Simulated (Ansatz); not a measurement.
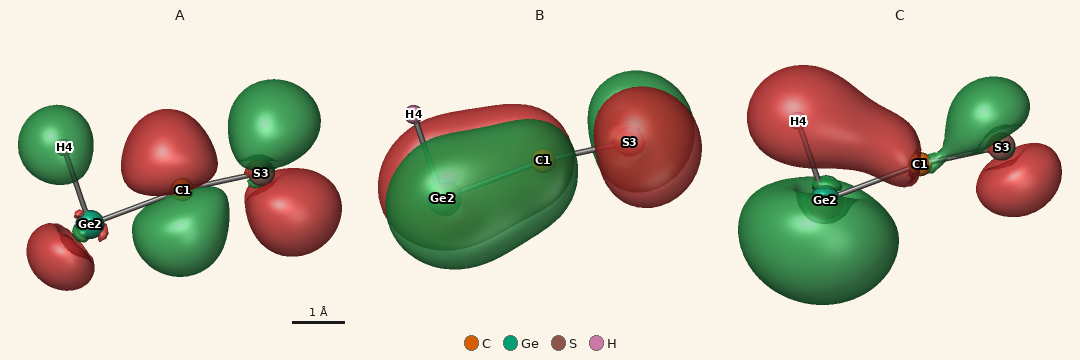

Figure. CHGeS (SMILES [S][C]#[GeH]) (doublet). Three frontier orbitals at ±0.1 Å⁻³ᐟ² (green and red are the two phases), in no order.

Geometry: B3LYP-D3(BJ)/def2-SVP.

All numbers below come from Ansatz 0.2.0, isolated molecule in a Gaussian basis; Kohn-Sham density functional theory, functional PBE0.

```xyz
4

C    -0.8095   -0.3503   -0.7526
Ge   -1.2498   -1.8104   -1.8900
S    -0.6427    0.9426    0.0944
H     0.0623   -2.5555   -1.3661
```

Which picture is the HOMO−1, the HOMO and the LUMO? All are α orbitals.

C is the HOMO−1 (α) (−7.37 eV). By Hirshfeld shares it lies mainly on Ge2 (about 65 %), H4 (about 15 %), S3 (about 15 %) and C1 (about 5 %); it is symmetric in the molecular plane (an in-plane orbital: σ, lone-pair or in-plane π type). B is the HOMO (α) (−6.01 eV). It lies mainly on Ge2 (about 40 %), S3 (about 35 %) and C1 (about 25 %); it changes sign across the molecular plane (π type); π-bonding across C1–Ge2; π-antibonding (a node) across C1–S3. A is the LUMO (α) (−2.58 eV). It lies mainly on C1 (about 40 %), S3 (about 40 %), Ge2 (about 15 %) and H4 (about 5 %); it is symmetric in the molecular plane (an in-plane orbital: σ, lone-pair or in-plane π type).

What is the gap between the highest occupied and lowest empty α orbitals?

3.43 eV between the orbital energies.
